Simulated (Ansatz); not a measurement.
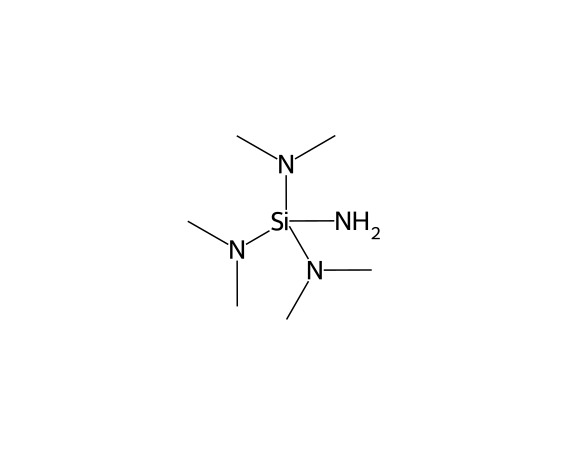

Figure made from data computed with Ansatz.

Question: Give its SMILES.

Answer: CN(C)[Si](N)(N(C)C)N(C)C

Question: What is the molecular formula?

Answer: C6H20N4Si.
